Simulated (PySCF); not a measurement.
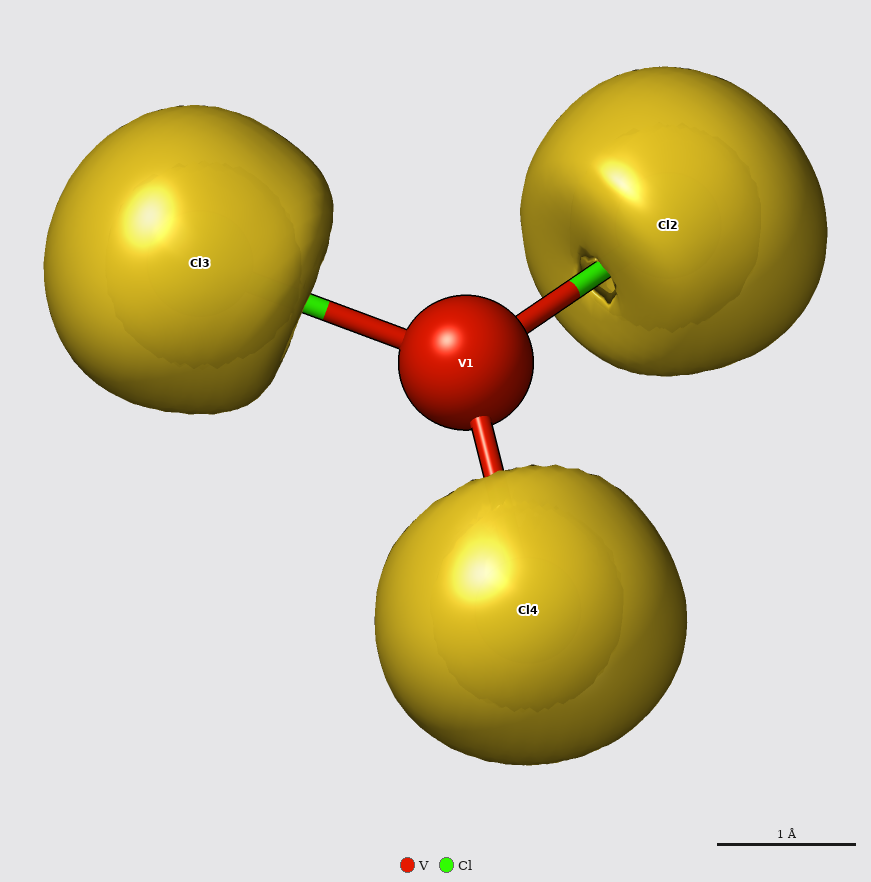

The picture shows: Cl3V (charge +1, doublet). Isosurface of the ELF at 0.8 (yellow), seen at a tilt. Only the valence region is drawn (cores and ρ < 0.01 e/Å³ removed).

Geometry: PBE0-D3(BJ)/def2-SVP.

The calculation used PySCF, DFT single point, gas phase, functional B3LYP.

```csv
atom,x (Å),y (Å),z (Å)
V,0.0109,0.0093,0.0099
Cl,2.0639,-0.1398,-0.0151
Cl,-0.9068,1.8448,0.1827
Cl,-1.1242,-1.6827,-0.2677
```

### Where are the electrons localised?

The surface consists of three regions wrapped around Cl (the valence shell of each). Along the contacts the grid gives the following. V–Cl (2.06 Å): the ELF peaks at about 0.80 in the valence shell of Cl, 0.8 Å from its nucleus, and is about 0.40 at the midpoint.
